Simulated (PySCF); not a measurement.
Vertical excitations of a molecule C2H6FGaO from PySCF with TDA-M06-2X/def2-SVPD, as energy in eV (oscillator strength): 6.68 (0.011), 6.81 (0.145), 7.32 (0.044), 7.91 (0.025), 8.18 (0.061), 8.48 (0.114), 8.62 (0.000), 8.72 (0.013), 8.87 (0.022), 8.87 (0.003). Lowest triplet (TDA): 6.05 eV. The structure is a stationary point at PBE0-D3(BJ)/def2-SVP. One conformer was computed; it need not be the lowest.

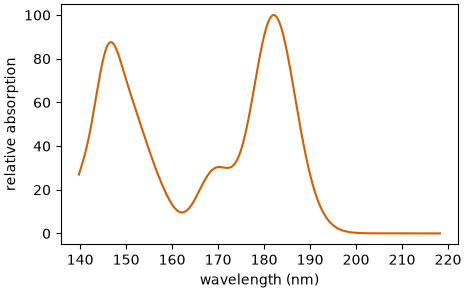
The lines broadened by 0.4 eV.

Question: Which molecule gave these data?
A) C[O][Ga]([CH3])[F]
B) CC[O][GaH][F]
C) C[CH2][Ga]([OH])[F]

Answer: C, C[CH2][Ga]([OH])[F]
